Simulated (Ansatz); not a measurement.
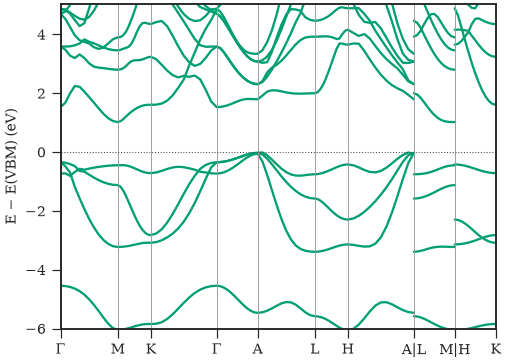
Figure: Band structure from the program Ansatz at the r²SCAN level (PAW)

The gap is 1.02 eV; an edge lies off the plotted path or next to a special point (maximum on the H–A line, 95 % of the way from H, minimum at M).

Which of these materials gives this?
A. BaAlGeH, P3m1 (Ba on 1b, Al on 1a, Ge on 1c, H on 1a)
B. PtSe2, CdI2 type
C. MnBr2, CdI2 type
D. BaGaGeH, P3m1 (Ba on 1b, Ga on 1a, Ge on 1c, H on 1a)

A, BaAlGeH, P3m1 (Ba on 1b, Al on 1a, Ge on 1c, H on 1a)

The workflow started from a Materials Project entry (that database holds measured and hypothetical structures alike); the Crystallography Open Database files this formula in space group No. 156, but the cells were not matched. Whether it is the stable phase at ambient conditions was not checked. Symmetry was held in the r²SCAN relaxation; its stability against distortions is not shown here. Spin–orbit coupling is left out wherever it is not named.

Potentials: the later of the program's two PAW sets.
